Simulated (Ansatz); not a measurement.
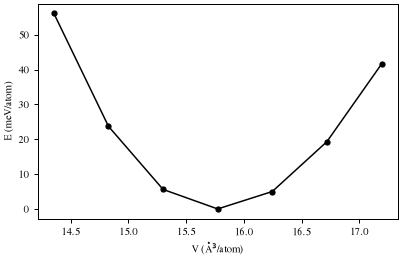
*TiAl (L1₀ or tetragonal B2, P4/mmm) under volume change, plane-wave PAW PBEsol (Ansatz code), shape and atoms relaxed at each volume.*

Task: What does a third-order Birch–Murnaghan fit give for V₀, B₀ and B′?

Result: V₀ = 15.78 Å³/atom, B₀ = 120 GPa, B′ = 3.9.

Symmetry was held in the PBEsol relaxation. No spin polarisation was allowed.

Potentials: the later of the program's two PAW sets.
